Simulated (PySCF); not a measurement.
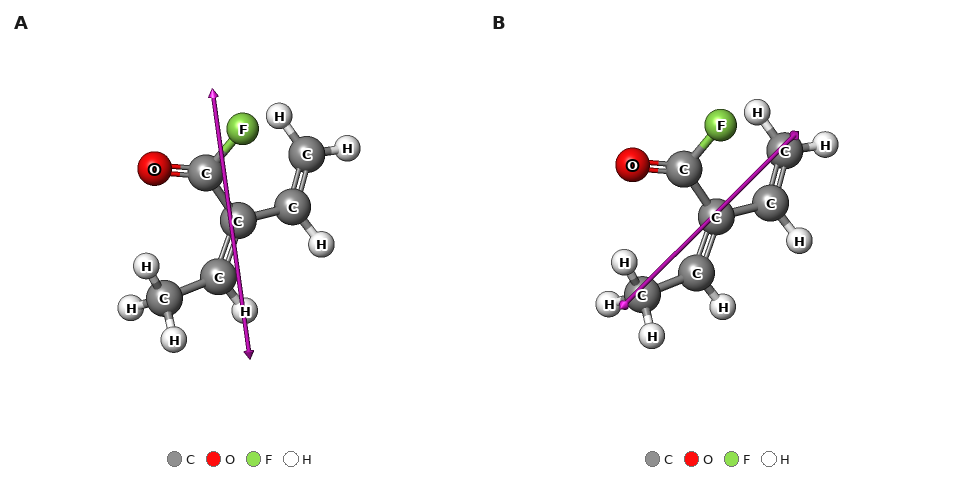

The double arrows show the directions of two transition dipoles from the ground state (lengths mean nothing). The geometry was computed by an optimisation with GFN2-xTB. No frequency run is at hand to confirm it as a minimum. Properties computed with TDDFT PBE0/def2-SVPD, vertical, gas phase, core orbitals frozen in the response (PySCF 2.14.0).

One belongs to singlet state 4 and one to singlet state 6. Which is which?

A: state 4, 6.65 eV (186 nm), oscillator strength 0.088, mainly HOMO−2 → LUMO (weight 0.83).
B: state 6, 6.87 eV (180 nm), oscillator strength 0.019, mainly HOMO−1 → LUMO+1 (weight 0.65).
